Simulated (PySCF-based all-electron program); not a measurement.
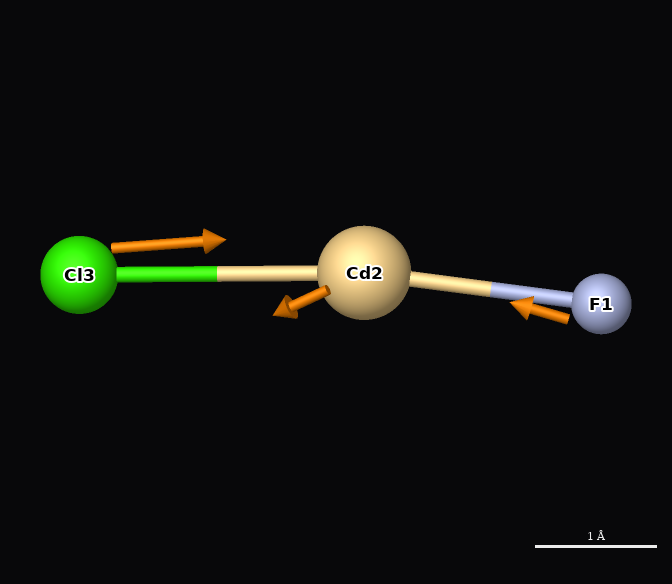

Arrows show the forces on the atoms, 0.8 Å of arrow for 1 eV/Å; forces under a tenth of the largest aren't drawn. Level of theory: PBE, all-electron, scalar-relativistic (Koelling-Harmon), large uncontracted Gaussian sets (PySCF-based all-electron program).

On which atom is the force largest, and how large is it?

On Cl3: 1.21 eV/Å.

Along which bond is the force strongest?

Cd2–Cl3, now 2.378 Å: the forces pull its atoms together, so a first step downhill shortens it.

List the force components in the frame of the picture (x right, y up, z towards the viewer), in eV/Å.

```csv
atom,Fx,Fy,Fz
F1,−0.61,0.18,0.03
Cd2,−0.58,−0.27,−0.23
Cl3,1.19,0.09,0.20
```
